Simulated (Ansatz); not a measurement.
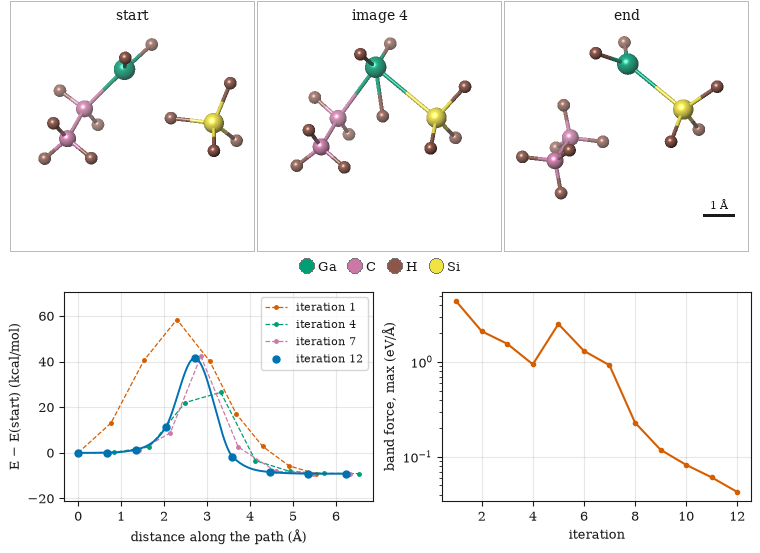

NEB run on C$_{2}$H$_{11}$GaSi, made up of C₂H₇Ga and SiH4. Images are numbered from 0 (start) to 8 (end). The plot follows the band through its iterations. Style: ball-and-stick. Shown at a tilt.

Level of theory: RKS BHLYP/def2-SVP in Ansatz 0.2.0. Set-up: 7 movable images; climbing image; force threshold 0.05 eV/Å; iteration limit 60; starting path through a guess of the saddle point.

> Judge this run.

The result is final at these settings. The band converged in 12 iterations. The largest component of the band force went from 4.4 to 0.043 eV/Å. The climbing image converged on the top of the path. Its vibrational analysis gives one imaginary mode (1483i cm⁻¹), as a transition state must have. The first iteration put the highest image at 58.5 kcal/mol. Forward barrier 41.6 kcal/mol, backward barrier 50.7 kcal/mol, with image 4 at the top; the reaction energy is −9.1 kcal/mol.

Limits of the set-up: the start holds two separate molecules, 2.2 Å apart at their closest, whose relative position is a soft coordinate and is computed without a dispersion correction.
